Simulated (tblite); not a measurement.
## Geometry relaxation, with input and output: C5H6NOPSi (part 1 of 2)

The run: geometry relaxation of C5H6NOPSi. Method and program: GFN2-xTB geometry optimisation, gas phase (tblite 0.8.0).

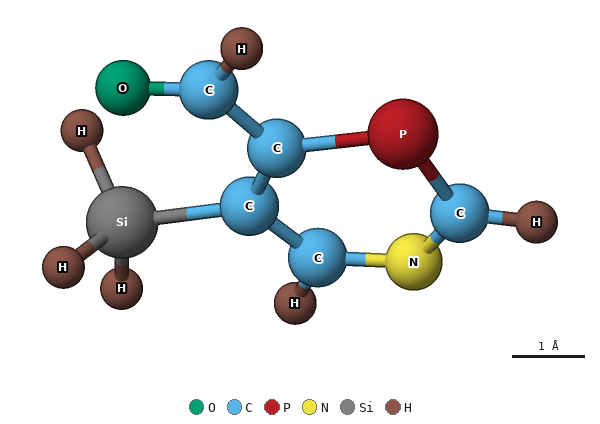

*The starting structure (ball-and-stick view, seen at a tilt).*

Bond lengths as drawn: C–C 1.40 to 1.51 Å, C–H 1.08 to 1.11 Å, C–N 1.35 to 1.36 Å, C–O 1.21 Å, C–P 1.82 to 1.85 Å, C–Si 1.89 Å and H–Si 1.48 Å.

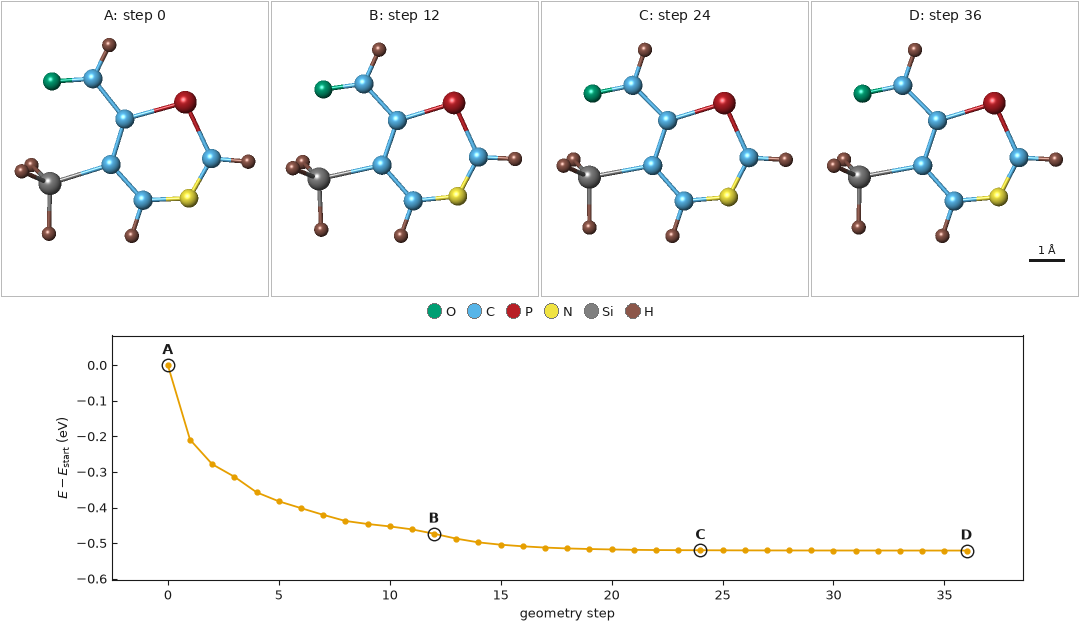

*Frames of the relaxation (ball-and-stick view, seen at a tilt) above the curves, on which the letters mark them (steps are counted from 0).*

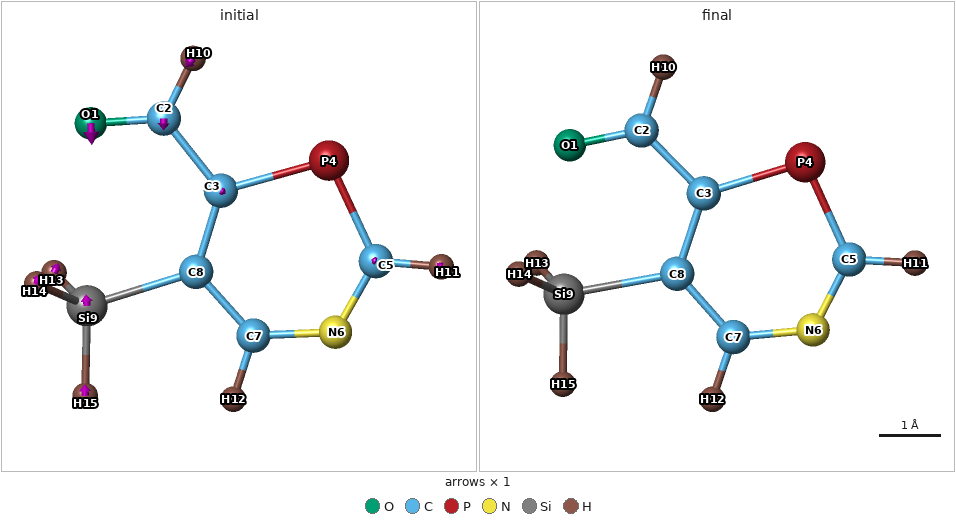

*Before (left) and after (right) the relaxation, at one scale (ball-and-stick view, seen at a tilt). The pink arrows give the displacements, at true length.*

The largest move after the best rigid fit is that of O1, 0.36 Å. By element the largest moves are O 0.36 Å, C 0.19 Å, H 0.19 Å, Si 0.19 Å, P 0.04 Å, N 0.04 Å. Distances before and after: C3–P4 1.855 → 1.755 Å, P4–C5 1.819 → 1.751 Å, C2–C3 1.507 → 1.451 Å, C5–N6 1.350 → 1.307 Å. Among the angles that change: C2–C3–C8 124.3° → 116.6°, C8–Si9–H15 108.9° → 101.4°, H13–Si9–H14 112.8° → 119.8°. The energy falls by 0.521 eV in 36 geometry steps. The largest force component goes from 2.2 to 0.006 eV/Å. (Atoms are counted from 1 in the order of the input.)

The input and output of the run follow.

**Input file**
```
{"job": {"kind": "relax", "xc": "GFN2-xTB", "basis": "xTB"}, "charge": 0, "multiplicity": 1}
O     -1.771000     2.196900     0.260000
C     -0.604900     2.137600     0.568100
C      0.263100     0.917100     0.399900
P      2.002800     1.185700     0.983900
C      2.691900    -0.458400     0.622100
N      2.012000    -1.478000     0.056800
C      0.705100    -1.379500    -0.289800
C     -0.174500    -0.290900    -0.153700
Si    -1.929800    -0.614500    -0.774600
H     -0.109500     3.008900     1.034500
H      3.731900    -0.663800     0.841300
H      0.347600    -2.326800    -0.718300
H     -2.258800     0.284700    -1.906100
H     -2.901500    -0.514300     0.339900
H     -2.008800    -1.996800    -1.286000
```

The first line tells a small driver script what to run in tblite; the rest is the geometry in Å.

Launch command:
```bash
OMP_NUM_THREADS=1 python <driver script> task.json out
```

**Log**
```
step      E/eV     max force
  0    -678.36510    2.305
  1    -678.57437    1.078
  2    -678.64337    0.770
  3    -678.67859    0.574
  4    -678.72229    0.810
  5    -678.74759    0.706
  6    -678.76671    0.431
  7    -678.78552    0.309
  8    -678.80277    0.370
  9    -678.81128    0.325
 10    -678.81813    0.310
 11    -678.82640    0.257
 12    -678.83871    0.321
 13    -678.85249    0.323
 14    -678.86298    0.283
 15    -678.86949    0.212
 16    -678.87402    0.176
 17    -678.87755    0.179
 18    -678.88001    0.140
 19    -678.88161    0.109
 20    -678.88289    0.119
 21    -678.88393    0.093
 22    -678.88454    0.065
 23    -678.88485    0.036
 24    -678.88506    0.046
 25    -678.88527    0.045
 26    -678.88546    0.047
 27    -678.88559    0.033
 28    -678.88568    0.025
 29    -678.88575    0.022
 30    -678.88580    0.020
 31    -678.88585    0.017
 32    -678.88588    0.013
 33    -678.88591    0.011
 34    -678.88593    0.013
 35    -678.88595    0.010
 36    -678.88596    0.006
```

**Trajectory as extended XYZ (Å, eV, eV/Å), 32 of the 37 frames kept, from step=0 to step=36**
```
15
Properties=species:S:1:pos:R:3:forces:R:3 step=0 energy=-678.36510
O    -1.7710    2.1969    0.2600    0.2510  -0.3350  -0.0970
C    -0.6049    2.1376    0.5681    0.1540  -1.1360  -0.1860
C     0.2631    0.9171    0.3999    1.3050   0.6990   0.5080
P     2.0028    1.1857    0.9839   -1.0800  -1.6990  -0.8390
C     2.6919   -0.4584    0.6221   -2.1690  -0.0820  -0.7770
N     2.0120   -1.4780    0.0568   -0.5180   1.8940   0.5550
C     0.7051   -1.3795   -0.2898    1.4870  -0.2770   0.4110
C    -0.1745   -0.2909   -0.1537    0.6270  -0.0190   0.1660
Si   -1.9298   -0.6145   -0.7746   -0.9040   0.4770  -0.0860
H    -0.1095    3.0089    1.0345    0.2290  -0.1510  -0.0420
H     3.7319   -0.6638    0.8413   -0.1140   0.0790   0.0210
H     0.3476   -2.3268   -0.7183    0.0610   0.5550   0.1730
H    -2.2588    0.2847   -1.9061    0.1740  -0.1610   0.3430
H    -2.9015   -0.5143    0.3399    0.3310   0.0510  -0.2320
H    -2.0088   -1.9968   -1.2860    0.1670   0.1050   0.0800
15
Properties=species:S:1:pos:R:3:forces:R:3 step=1 energy=-678.57437
O    -1.7674    2.1922    0.2586    0.2150  -0.4850  -0.1440
C    -0.6027    2.1214    0.5654    0.3210  -0.4490   0.0540
C     0.2818    0.9271    0.4072    0.5740  -0.1500   0.0370
P     1.9873    1.1615    0.9720   -0.6630  -0.7480  -0.4050
C     2.6609   -0.4595    0.6110   -0.2570   0.5760   0.0370
N     2.0046   -1.4510    0.0647   -0.1980   0.1960   0.0380
C     0.7263   -1.3834   -0.2839   -0.1370   0.2590   0.1130
C    -0.1655   -0.2912   -0.1514    0.5520  -0.0330   0.1370
Si   -1.9427   -0.6077   -0.7758   -0.2760   0.3220   0.0380
H    -0.1062    3.0068    1.0339    0.1190  -0.3500  -0.1310
H     3.7303   -0.6627    0.8416   -0.8390   0.2380  -0.1320
H     0.3485   -2.3189   -0.7158    0.1470   0.4330   0.1630
H    -2.2563    0.2824   -1.9012    0.1110  -0.0300   0.1830
H    -2.8968   -0.5136    0.3365    0.1800   0.0720  -0.0790
H    -2.0064   -1.9953   -1.2848    0.1510   0.1510   0.0920
15
Properties=species:S:1:pos:R:3:forces:R:3 step=2 energy=-678.64337
O    -1.7625    2.1817    0.2555    0.4160  -0.5660  -0.0950
C    -0.5959    2.1088    0.5658    0.1300  -0.1960   0.0260
C     0.2973    0.9266    0.4096   -0.0700  -0.3880  -0.1900
P     1.9709    1.1413    0.9613   -0.0950   0.1370   0.0490
C     2.6487   -0.4487    0.6091    0.0160   0.2490   0.0320
N     1.9990   -1.4408    0.0673    0.0720  -0.2260  -0.0400
C     0.7287   -1.3794   -0.2803   -0.3150   0.1810   0.0120
C    -0.1527   -0.2919   -0.1482   -0.0800   0.0910  -0.0020
Si   -1.9511   -0.5999   -0.7753    0.1960   0.1770   0.1220
H    -0.1032    2.9995    1.0312    0.1030  -0.3670  -0.1230
H     3.7137   -0.6579    0.8391   -0.7150   0.2710  -0.0940
H     0.3515   -2.3087   -0.7120    0.0870   0.2670   0.0990
H    -2.2536    0.2813   -1.8965    0.0640   0.0900   0.0410
H    -2.8922   -0.5120    0.3342    0.0540   0.0900   0.0610
H    -2.0030   -1.9920   -1.2828    0.1380   0.1930   0.1040
15
Properties=species:S:1:pos:R:3:forces:R:3 step=3 energy=-678.67859
O    -1.7524    2.1669    0.2525    0.0520  -0.5280  -0.1710
C    -0.5912    2.0990    0.5661    0.3740  -0.1770   0.0550
C     0.3031    0.9203    0.4077   -0.2600  -0.2410  -0.1610
P     1.9621    1.1346    0.9574    0.1490   0.5030   0.2340
C     2.6408   -0.4409    0.6075   -0.0370   0.0450  -0.0290
N     1.9977   -1.4382    0.0685   -0.0180  -0.2720  -0.0890
C     0.7264   -1.3753   -0.2782   -0.1290   0.1190   0.0240
C    -0.1493   -0.2904   -0.1469   -0.3260  -0.0100  -0.1090
Si   -1.9516   -0.5932   -0.7730    0.3040   0.1000   0.1250
H    -0.0998    2.9899    1.0279    0.1210  -0.3170  -0.0850
H     3.6948   -0.6510    0.8366   -0.4050   0.2420  -0.0230
H     0.3542   -2.2994   -0.7087   -0.0030   0.0860   0.0190
H    -2.2512    0.2824   -1.8937    0.0460   0.1430  -0.0200
H    -2.8891   -0.5097    0.3343    0.0010   0.0990   0.1220
H    -1.9989   -1.9871   -1.2800    0.1320   0.2070   0.1080
15
Properties=species:S:1:pos:R:3:forces:R:3 step=5 energy=-678.74759
O    -1.7239    2.1065    0.2384   -0.5980  -0.2840  -0.2450
C    -0.5705    2.0650    0.5647    0.3680  -0.1000  -0.0110
C     0.3071    0.9012    0.3995    0.0310   0.0840   0.0970
P     1.9505    1.1450    0.9606    0.1870   0.4280   0.1900
C     2.6129   -0.4235    0.5997   -0.1840  -0.0730  -0.0470
N     1.9904   -1.4396    0.0677   -0.1240   0.0910  -0.0120
C     0.7199   -1.3636   -0.2724   -0.0070  -0.2340  -0.1140
C    -0.1575   -0.2911   -0.1508   -0.1160  -0.0660  -0.0620
Si   -1.9411   -0.5725   -0.7624   -0.0200   0.0520   0.0120
H    -0.0844    2.9539    1.0177    0.1120  -0.1150   0.0140
H     3.6421   -0.6243    0.8323    0.4130   0.0910   0.1400
H     0.3574   -2.2780   -0.7021   -0.2050  -0.3010  -0.1500
H    -2.2430    0.2929   -1.8881    0.0410   0.1700  -0.0420
H    -2.8818   -0.4989    0.3411   -0.0110   0.1070   0.1460
H    -1.9824   -1.9649   -1.2678    0.1130   0.1490   0.0850
15
Properties=species:S:1:pos:R:3:forces:R:3 step=6 energy=-678.76671
O    -1.7230    2.0840    0.2310   -0.1370  -0.1950  -0.0810
C    -0.5631    2.0545    0.5626   -0.2410  -0.0610  -0.1630
C     0.3081    0.8970    0.3988    0.2130   0.0730   0.1360
P     1.9518    1.1574    0.9659    0.0620   0.1030   0.0370
C     2.6028   -0.4199    0.5971    0.0530   0.0440   0.0750
N     1.9869   -1.4394    0.0671   -0.1680   0.1750   0.0010
C     0.7161   -1.3650   -0.2736   -0.0360  -0.2160  -0.1210
C    -0.1624   -0.2927   -0.1532    0.1620  -0.0550   0.0280
Si   -1.9381   -0.5660   -0.7592   -0.2080   0.1170  -0.0200
H    -0.0779    2.9419    1.0153    0.0420  -0.0630   0.0080
H     3.6360   -0.6152    0.8340    0.3100   0.0780   0.1010
H     0.3542   -2.2783   -0.7033   -0.2130  -0.3370  -0.1630
H    -2.2400    0.2992   -1.8877    0.0480   0.1430  -0.0120
H    -2.8802   -0.4938    0.3460    0.0160   0.1020   0.1120
H    -1.9757   -1.9558   -1.2628    0.0980   0.0940   0.0620
15
Properties=species:S:1:pos:R:3:forces:R:3 step=7 energy=-678.78552
O    -1.7235    2.0609    0.2236   -0.0770  -0.0990  -0.0430
C    -0.5632    2.0448    0.5572   -0.2520  -0.0440  -0.1180
C     0.3125    0.8944    0.4007    0.2220  -0.0190   0.0780
P     1.9549    1.1710    0.9716   -0.0190  -0.2060  -0.0910
C     2.5966   -0.4159    0.5969    0.1840   0.0910   0.1300
N     1.9807   -1.4367    0.0663   -0.0070   0.2360   0.0680
C     0.7114   -1.3702   -0.2772   -0.1050  -0.1750  -0.1210
C    -0.1636   -0.2951   -0.1548    0.2890   0.0200   0.0980
Si   -1.9392   -0.5582   -0.7567   -0.2410   0.1840  -0.0070
H    -0.0717    2.9304    1.0133   -0.0920  -0.0580  -0.0410
H     3.6368   -0.6058    0.8373    0.1060   0.0560   0.0340
H     0.3471   -2.2858   -0.7078   -0.1500  -0.2450  -0.1150
H    -2.2366    0.3077   -1.8877    0.0440   0.1200   0.0090
H    -2.8787   -0.4873    0.3527    0.0280   0.0960   0.0820
H    -1.9680   -1.9462   -1.2572    0.0710   0.0440   0.0360
15
Properties=species:S:1:pos:R:3:forces:R:3 step=8 energy=-678.80277
O    -1.7265    2.0322    0.2137    0.0350  -0.0080   0.0040
C    -0.5656    2.0324    0.5496   -0.2120  -0.0560  -0.0560
C     0.3206    0.8905    0.4035    0.1190  -0.0510   0.0010
P     1.9583    1.1822    0.9763   -0.0520  -0.3390  -0.1400
C     2.5924   -0.4101    0.5987    0.2500   0.1070   0.1450
N     1.9749   -1.4290    0.0671    0.0230   0.1020   0.0310
C     0.7041   -1.3792   -0.2835    0.0240  -0.0340  -0.0210
C    -0.1604   -0.2971   -0.1549    0.1970  -0.0220   0.0640
Si   -1.9441   -0.5454   -0.7536   -0.1170   0.2160   0.0400
H    -0.0669    2.9156    1.0099   -0.2490  -0.0440  -0.0980
H     3.6382   -0.5938    0.8415   -0.0500   0.0130  -0.0230
H     0.3366   -2.2979   -0.7146   -0.0440  -0.1070  -0.0420
H    -2.2318    0.3198   -1.8875    0.0280   0.1080   0.0110
H    -2.8764   -0.4780    0.3619    0.0180   0.0900   0.0650
H    -1.9578   -1.9343   -1.2502    0.0300   0.0250   0.0190
15
Properties=species:S:1:pos:R:3:forces:R:3 step=9 energy=-678.81128
O    -1.7285    2.0155    0.2078    0.0190   0.0130   0.0010
C    -0.5685    2.0238    0.5449   -0.0960  -0.0640  -0.0060
C     0.3265    0.8877    0.4050   -0.0320  -0.1000  -0.0730
P     1.9596    1.1837    0.9771   -0.0110  -0.2400  -0.0890
C     2.5929   -0.4055    0.6015    0.1300  -0.0080   0.0580
N     1.9715   -1.4234    0.0678    0.1460   0.0120   0.0370
C     0.7018   -1.3845   -0.2867    0.0450  -0.0050   0.0050
C    -0.1568   -0.2990   -0.1544    0.0620  -0.0110   0.0290
Si   -1.9478   -0.5345   -0.7509    0.0040   0.1720   0.0590
H    -0.0685    2.9063    1.0062   -0.3060  -0.0140  -0.1090
H     3.6382   -0.5868    0.8435   -0.0310  -0.0280  -0.0280
H     0.3302   -2.3060   -0.7189    0.0470   0.0180   0.0230
H    -2.2286    0.3286   -1.8873    0.0170   0.1080   0.0050
H    -2.8749   -0.4712    0.3684    0.0050   0.0880   0.0640
H    -1.9515   -1.9268   -1.2458    0.0030   0.0580   0.0230
15
Properties=species:S:1:pos:R:3:forces:R:3 step=10 energy=-678.81813
O    -1.7305    2.0036    0.2032   -0.0380  -0.0040  -0.0210
C    -0.5718    2.0162    0.5414    0.0040  -0.0760   0.0150
C     0.3299    0.8839    0.4046   -0.1010  -0.0560  -0.0760
P     1.9606    1.1809    0.9763   -0.0030  -0.0640  -0.0210
C     2.5950   -0.4029    0.6042    0.0460  -0.0830  -0.0070
N     1.9720   -1.4189    0.0691    0.0990  -0.1400  -0.0260
C     0.7014   -1.3888   -0.2891    0.1300   0.0430   0.0560
C    -0.1534   -0.3008   -0.1537   -0.0600  -0.0790  -0.0340
Si   -1.9504   -0.5234   -0.7478    0.0850   0.1010   0.0580
H    -0.0757    2.8994    1.0014   -0.2950   0.0260  -0.0910
H     3.6386   -0.5824    0.8446    0.0310  -0.0590  -0.0150
H     0.3265   -2.3117   -0.7216    0.1130   0.0910   0.0630
H    -2.2260    0.3372   -1.8870    0.0100   0.1040   0.0070
H    -2.8737   -0.4644    0.3744   -0.0010   0.0880   0.0580
H    -1.9469   -1.9199   -1.2420   -0.0190   0.1090   0.0340
15
Properties=species:S:1:pos:R:3:forces:R:3 step=12 energy=-678.83871
O    -1.7402    1.9705    0.1891   -0.1630  -0.1440  -0.0880
C    -0.5836    1.9905    0.5318    0.0830  -0.0260  -0.0040
C     0.3333    0.8707    0.3994   -0.1260   0.0620  -0.0050
P     1.9619    1.1690    0.9723   -0.0190   0.2720   0.1010
C     2.6045   -0.4036    0.6106   -0.1550  -0.2290  -0.1630
N     1.9807   -1.4183    0.0703    0.0580  -0.3030  -0.0810
C     0.7098   -1.3982   -0.2915    0.1350   0.0440   0.0790
C    -0.1465   -0.3119   -0.1540   -0.1530  -0.0950  -0.0890
Si   -1.9530   -0.4865   -0.7359    0.1140  -0.0880   0.0020
H    -0.1176    2.8847    0.9824   -0.1130   0.1340   0.0170
H     3.6451   -0.5761    0.8471    0.1650  -0.1140   0.0200
H     0.3258   -2.3207   -0.7242    0.2180   0.1500   0.1040
H    -2.2179    0.3687   -1.8852    0.0130   0.0590   0.0580
H    -2.8702   -0.4388    0.3949    0.0260   0.0810   0.0030
H    -1.9364   -1.8921   -1.2291   -0.0810   0.1980   0.0470
15
Properties=species:S:1:pos:R:3:forces:R:3 step=13 energy=-678.85249
O    -1.7497    1.9443    0.1774   -0.1610  -0.2340  -0.1070
C    -0.5933    1.9717    0.5243    0.0330   0.0570  -0.0290
C     0.3332    0.8619    0.3951   -0.0810   0.1160   0.0530
P     1.9615    1.1632    0.9703   -0.0210   0.2670   0.1020
C     2.6106   -0.4091    0.6126   -0.1740  -0.2000  -0.1840
N     1.9898   -1.4253    0.0696    0.0420  -0.2420  -0.0560
C     0.7188   -1.4037   -0.2914    0.0610   0.0150   0.0560
C    -0.1432   -0.3220   -0.1555   -0.0800  -0.0120  -0.0520
Si   -1.9529   -0.4608   -0.7271    0.0650  -0.1520  -0.0330
H    -0.1536    2.8780    0.9684    0.0100   0.1550   0.0720
H     3.6530   -0.5751    0.8488    0.1350  -0.1200   0.0180
H     0.3313   -2.3235   -0.7233    0.2200   0.0890   0.0780
H    -2.2117    0.3933   -1.8821    0.0210   0.0150   0.0970
H    -2.8668   -0.4178    0.4099    0.0530   0.0680  -0.0430
H    -1.9313   -1.8673   -1.2188   -0.1230   0.1780   0.0280
15
Properties=species:S:1:pos:R:3:forces:R:3 step=14 energy=-678.86298
O    -1.7586    1.9218    0.1675   -0.0850  -0.2550  -0.0890
C    -0.6018    1.9596    0.5182   -0.0520   0.1140  -0.0460
C     0.3315    0.8569    0.3925   -0.0060   0.1510   0.0950
P     1.9604    1.1609    0.9695   -0.0100   0.1120   0.0520
C     2.6139   -0.4164    0.6114   -0.0740  -0.0700  -0.1150
N     1.9986   -1.4349    0.0683   -0.0230  -0.1150  -0.0260
C     0.7264   -1.4071   -0.2902    0.0070   0.0130   0.0370
C    -0.1409   -0.3292   -0.1570    0.0310   0.0520  -0.0010
Si   -1.9519   -0.4440   -0.7211    0.0160  -0.1280  -0.0380
H    -0.1821    2.8765    0.9589    0.0650   0.1210   0.0800
H     3.6603   -0.5772    0.8499    0.0250  -0.0980  -0.0040
H     0.3402   -2.3237   -0.7209    0.1600  -0.0230   0.0220
H    -2.2068    0.4118   -1.8778    0.0260  -0.0160   0.1120
H    -2.8633   -0.4008    0.4199    0.0680   0.0510  -0.0680
H    -1.9304   -1.8460   -1.2109   -0.1480   0.0920  -0.0110
15
Properties=species:S:1:pos:R:3:forces:R:3 step=15 energy=-678.86949
O    -1.7641    1.9078    0.1617    0.0010  -0.2050  -0.0540
C    -0.6071    1.9572    0.5149   -0.1060   0.1070  -0.0450
C     0.3297    0.8577    0.3928    0.0380   0.1130   0.0840
P     1.9595    1.1608    0.9697    0.0200  -0.0420   0.0040
C     2.6149   -0.4218    0.6085    0.0160   0.0290  -0.0400
N     2.0033   -1.4429    0.0671   -0.0290   0.0300   0.0200
C     0.7306   -1.4077   -0.2884   -0.0470  -0.0020   0.0050
C    -0.1393   -0.3315   -0.1577    0.1010   0.1090   0.0460
Si   -1.9505   -0.4393   -0.7191    0.0030  -0.0500  -0.0140
H    -0.1956    2.8794    0.9560    0.0430   0.0690   0.0500
H     3.6641   -0.5814    0.8499   -0.0650  -0.0680  -0.0250
H     0.3488   -2.3233   -0.7186    0.0850  -0.0940  -0.0190
H    -2.2042    0.4197   -1.8734    0.0250  -0.0210   0.0970
H    -2.8603   -0.3921    0.4227    0.0620   0.0370  -0.0620
H    -1.9340   -1.8346   -1.2079   -0.1480  -0.0120  -0.0470
```
